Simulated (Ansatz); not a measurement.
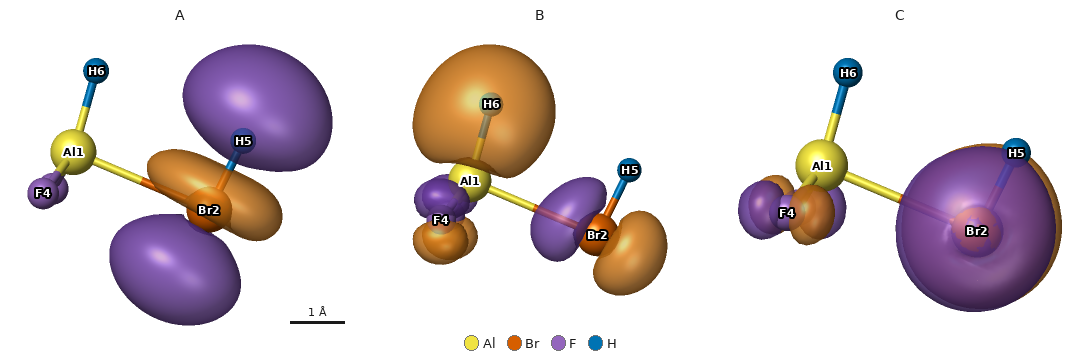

Figure. AlBrF2H2. Three frontier orbitals at ±0.1 Å⁻³ᐟ² (orange and purple are the two phases), in no order.

The product side of a reaction path; geometry: PBE0-D4/def2-TZVP.

Level of theory: RKS PBE0-D4/def2-TZVPP in Ansatz 0.2.0.

Input file:

```
crystal:
  periodic: [false, false, false]
  atoms:
    - {symbol: Al, position_ang: [-0.843442, -0.191906, 0.106413]}
    - {symbol: Br, position_ang: [1.898682, -0.222229, -0.023063]}
    - {symbol: F, position_ang: [-1.063074, -1.440815, -0.948426]}
    - {symbol: F, position_ang: [-0.927744, -0.560099, 1.712035]}
    - {symbol: H, position_ang: [1.979559, 1.127358, -0.473775]}
    - {symbol: H, position_ang: [-1.043982, 1.287692, -0.373184]}
basis:
  gaussian: {orbitals: def2-TZVPP}
hamiltonian: {xc: pbe0, dispersion: d4}
output: {orbitals: {seedname: orbitals}}
```

Command:

```sh
ansatz run in.yaml --threads 4 --pin off --events-out ev --progress --plain --max-ram 9574MiB
```

> Order the three orbitals by energy and name them.

C is the HOMO−1 (−10.10 eV). It lies mainly on Br2 (about 85 %); largely a lone pair of Br2. B is the HOMO (−9.22 eV). By Hirshfeld shares it lies mainly on H6 (about 45 %), Al1 (about 30 %) and Br2 (about 15 %). A is the LUMO (−1.29 eV). It lies mainly on Br2 (about 50 %) and H5 (about 40 %).

> What is the HOMO–LUMO gap?

7.93 eV between the orbital energies.
